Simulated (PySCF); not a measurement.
```yaml
atoms:
  - { symbol: Sn, position_ang: [0.0000, 0.0000, -0.2712] }
  - { symbol: F, position_ang: [0.0000, 0.0000, 1.7118] }
```

Core potentials replace the inner electrons of Sn.

Computed with PBE0/aug-cc-pVDZ(-PP), non-relativistic Hamiltonian with scalar-relativistic core potentials where named, at a bond length of 1.983 Å in PySCF.

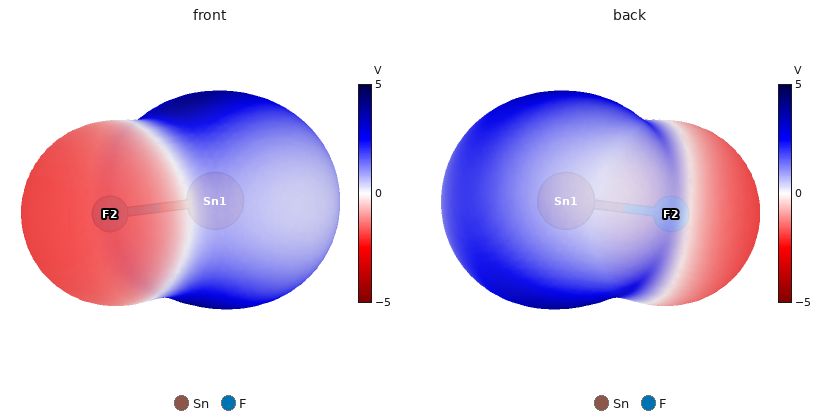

SnF (doublet). The molecular electrostatic potential painted on the density surface at 0.004 e/bohr³, seen from the front and from behind; the colour scale runs from red (negative) to blue (positive).

> Where is the surface potential most negative and most positive?

The most negative region (about −1.8 V) lies over F2, the most positive (about +4.0 V) over Sn1.
